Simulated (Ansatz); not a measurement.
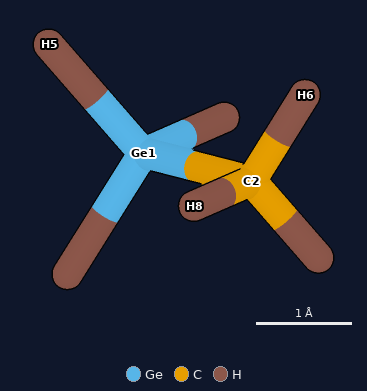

The structure as given in the input (stick view, seen at a tilt; atoms are numbered from 1 in the order of the input). Sticks mark near contacts. Bond lengths as drawn: C–Ge 1.95 Å, C–H 1.09 Å and Ge–H 1.54 Å.

## Frequency calculation of CH6Ge

CH6Ge, computed with RKS PBE0-D4/def2-TZVP (Ansatz 0.2.0).

The geometry comes from this level: PBE0-D4/def2-TZVP. Figures and captions count atoms from 1; the log counts them from 0 in places.

### The input
```yaml
crystal:
  periodic: [false, false, false]
  atoms:
    - {symbol: Ge, position_ang: [-0.659042, 0.955687, 0.240893]}
    - {symbol: C, position_ang: [0.181450, -0.620757, 1.029284]}
    - {symbol: H, position_ang: [-0.418879, 0.988898, -1.279175]}
    - {symbol: H, position_ang: [-2.177059, 0.938935, 0.495356]}
    - {symbol: H, position_ang: [-0.074769, 2.240121, 0.855926]}
    - {symbol: H, position_ang: [1.256812, -0.606218, 0.848431]}
    - {symbol: H, position_ang: [-0.233467, -1.529300, 0.591427]}
    - {symbol: H, position_ang: [0.009235, -0.642485, 2.105939]}
basis:
  gaussian: {orbitals: def2-TZVP}
hamiltonian: {xc: pbe0, dispersion: d4}
phonons: {temperatures: {t_min: 298.15, t_max: 900, t_step: 200}}
```

Machine: 8 threads of Arm Neoverse V1, 23 GiB of memory available, shared host.

Launched with:
```bash
ansatz run in.yaml --threads 8 --pin off --events-out ev --progress --plain --max-ram 19148MiB
```

### Output
```
Functional definition: PBE0
  name "PBE0"
  cite "Adamo & Barone, J. Chem. Phys. 110, 6158 (1999) doi:10.1063/1.478522"
  cite "Perdew, Burke & Ernzerhof, Phys. Rev. Lett. 77, 3865 (1996) doi:10.1103/PhysRevLett.77.3865"
  parent pbe
  parameter a = 0.25
  parameter kappa = 0.804
  parameter beta = 0.06672455060314922
  exchange = (1 - a)*pbe_x(kappa = kappa, mu = beta*pi^2/3) + a*exact_x
  correlation = pbe_c(beta = beta)
845 factors; their error is unknown
mean field evaluation 1: about -57639.5565 eV, gradient 4.9e1 eV
mean field evaluation 2: about -57637.0167 eV, gradient 5.5e1 eV
mean field evaluation 4: about -57644.5335 eV, gradient 8.3e-1 eV
mean field evaluation 8: about -57644.8004 eV, gradient 3.2e-2 eV
mean field -57644.80042013 eV, -2118.4073423908 hartree, gradient 4.0e-5 eV, S^2 0.000000; 0 other end points of the search recorded, 0 dependent functions left out
the calculation of the forces begins
reference -57644.80044835 eV, -2118.4073434277 hartree; 22, 22 occupied and 93, 93 virtual orbitals, 845 factors
these checks for a lower state are left out or cut short: stability, starts, cluster_reference, orbital_swaps, neighbouring_geometries, increment
845 factors; their error is unknown
mean field evaluation 16: about -57644.8003 eV, gradient 1.6e-1 eV
mean field -57644.80032916 eV, -2118.4073390477 hartree, gradient 5.6e-7 eV, S^2 0.000000; 0 other end points of the search recorded, 0 dependent functions left out
[... from here on the field's lines of each further geometry are left out, up to the last ...]
the calculation of the forces begins
reference -57644.80034789 eV, -2118.4073397358 hartree; 22, 22 occupied and 93, 93 virtual orbitals, 845 factors
these checks for a lower state are left out or cut short: stability, starts, cluster_reference, orbital_swaps, neighbouring_geometries, increment
845 factors; their error is unknown
mean field -57644.80031499 eV, -2118.4073385270 hartree, gradient 1.4e-6 eV, S^2 0.000000; 0 other end points of the search recorded, 0 dependent functions left out
the calculation of the forces begins
reference -57644.80034320 eV, -2118.4073395636 hartree; 22, 22 occupied and 93, 93 virtual orbitals, 845 factors
Total energy: -57644.88542046 eV, -2118.4104660951 hartree
Atom 0 at    -0.659042     0.955687     0.240893 Å, force    -0.000188     0.000347    -0.000059 eV/Å
Atom 1 at     0.181450    -0.620757     1.029284 Å, force     0.000279    -0.000500     0.000020 eV/Å
Atom 2 at    -0.418879     0.988898    -1.279175 Å, force     0.000121    -0.000029    -0.000389 eV/Å
Atom 3 at    -2.177059     0.938935     0.495356 Å, force    -0.000333    -0.000049     0.000038 eV/Å
Atom 4 at    -0.074769     2.240121     0.855926 Å, force     0.000113     0.000238     0.000189 eV/Å
Atom 5 at     1.256812    -0.606218     0.848431 Å, force     0.000593     0.000173    -0.000210 eV/Å
Atom 6 at    -0.233467    -1.529300     0.591427 Å, force    -0.000413    -0.000374    -0.000280 eV/Å
Atom 7 at     0.009235    -0.642485     2.105939 Å, force    -0.000171     0.000194     0.000690 eV/Å
Dipole moment:     0.064993    -0.121901     0.060961 e Å
Vibrations: 163.69 490.11 490.16 609.77 842.17 846.16 846.19 899.85 899.87 1266.77 1458.34 1458.37 2147.65 2148.21 2148.24 3066.62 3158.01 3158.04 cm⁻¹, zero-point energy 1.617882 eV
```

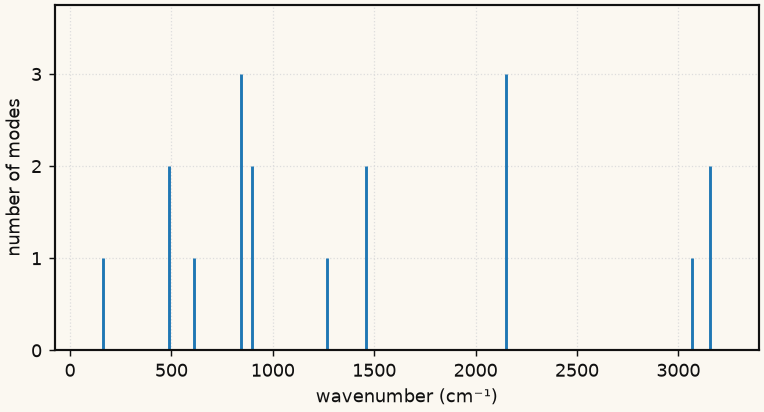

Harmonic vibrational wavenumbers from the force constants; neighbouring modes closer than 14 cm⁻¹ are counted in one stick. 18 modes from 164 to 3158 cm⁻¹, none imaginary.

### Key numbers

```csv
quantity,value
outcome,converged
total energy,−57644.8854 eV
mean-field energy,−57644.8004 eV
dispersion energy,−0.0850 eV
largest force (length of the vector),0.001 eV/Å
dipole moment,0.73 D
wall time,20 s (CPU time 2.2 min)
peak memory,0.53 GiB
```
